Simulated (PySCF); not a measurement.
System: CaCl (doublet).

```yaml
atoms:
  - { symbol: Ca, position_ang: [0.0000, 0.0000, -1.1326] }
  - { symbol: Cl, position_ang: [0.0000, 0.0000, 1.2944] }
```

Theory: PBE0/x2c-SVPall, spin-free X2C-1e, Gaussian nucleus, at a bond length of 2.427 Å in PySCF.

**What will maps of the electron density, electron localisation function and spin density show?**

Ca–Cl (2.43 Å): ρ is about 0.39 e/Å³ halfway; the ELF peaks at about 0.85 in the valence shell of Cl, 0.8 Å from its nucleus, and is about 0.25 at the midpoint; a closed-shell, largely ionic contact.
The unpaired spin (1 electron) lies mostly on Ca1 (about 1.0), in electrons by Hirshfeld's partition.

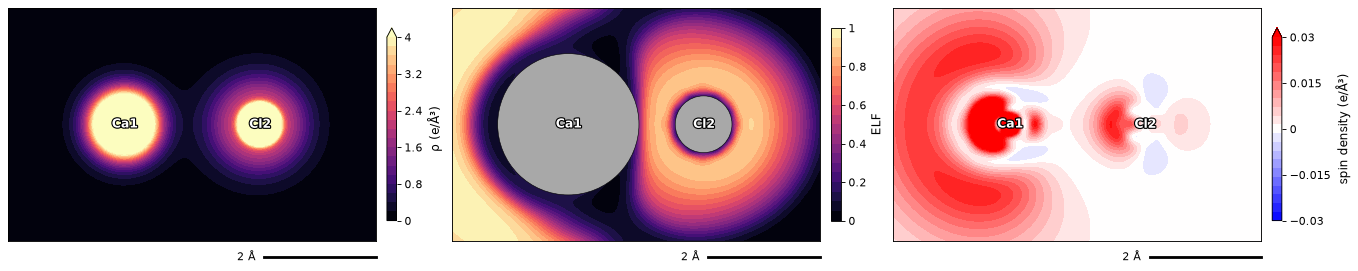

Computed electron density, electron localisation function and spin density on a plane that holds the molecular axis, in this order. Grey discs cover the atomic cores in the ELF map. 
